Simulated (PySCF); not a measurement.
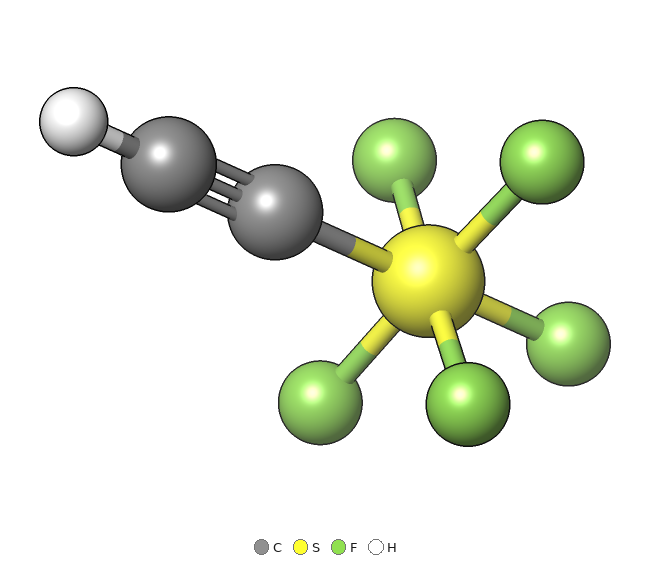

The computed structure is the end point of a PBE0-D3(BJ)/def2-TZVP optimisation. No frequency run is at hand to confirm it as a minimum. Properties computed with PBE0/pcSseg-2, gas phase (PySCF 2.14.0).

> What is the dipole moment?

2.58 D.

> Estimate the HOMO–LUMO gap.

8.70 eV.

> What is the HOMO energy (Kohn–Sham orbital)?

−9.47 eV.
